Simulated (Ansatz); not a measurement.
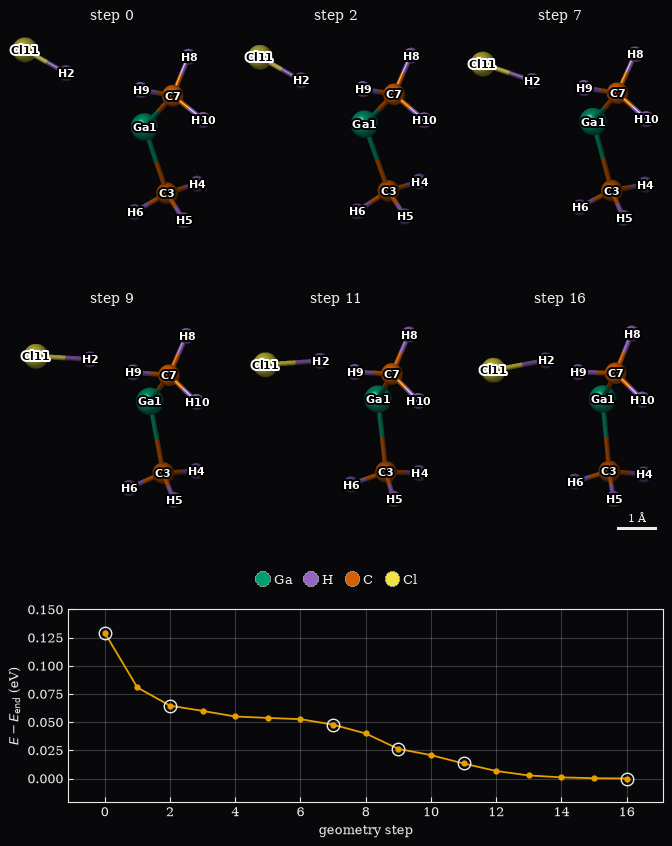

Frames of a relaxation of C$_{2}$H$_{7}$ClGa (multiplicity 2), marked on the history of the run. A ball-and-stick model, seen from a free direction.

The run prepares an end point of a later path (reaction) calculation, from a guessed geometry.

Computed with Ansatz, UKS PBE/def2-SVP. Set-up: collinear spin; force threshold 0.03 eV/Å; at most 50 steps.

Question: What happens along the run?

Answer: The atom that moves furthest after the best rigid fit is Cl11 (1.45 Å). By element the largest moves are Cl 1.45 Å, H 0.83 Å, Ga 0.49 Å, C 0.23 Å. Some distances before and after: Ga1–Cl11 4.109 → 2.980 Å, Ga1–H2 2.763 → 2.006 Å, H2–Cl11 1.348 → 1.413 Å, Ga1–C7 2.005 → 1.996 Å. Bond angles that change, for instance: Ga1–C7–H8 109.0° → 111.6°. Groups turn about Ga1–C7 by about 25°. After 16 geometry steps the energy has fallen by 0.129 eV. The largest force component goes from 0.66 to 0.0098 eV/Å. Cost: 32 s on 4 threads of Arm Neoverse V1 (shared host), peak memory 0.2 GiB. From step 0 to 2: Cl11 moves most (0.39 Å), energy −0.065 eV. From step 2 to 7: Cl11 moves most (0.27 Å), energy −0.017 eV. From step 7 to 9: Cl11 moves most (0.33 Å), energy −0.022 eV. From step 9 to 11: Cl11 moves most (0.34 Å), energy −0.013 eV. From step 11 to 16: Cl11 moves most (0.21 Å), energy −0.013 eV.

Limits of the set-up: the start holds two separate molecules, 2.8 Å apart at their closest, whose relative position is a soft coordinate and is computed without a dispersion correction.
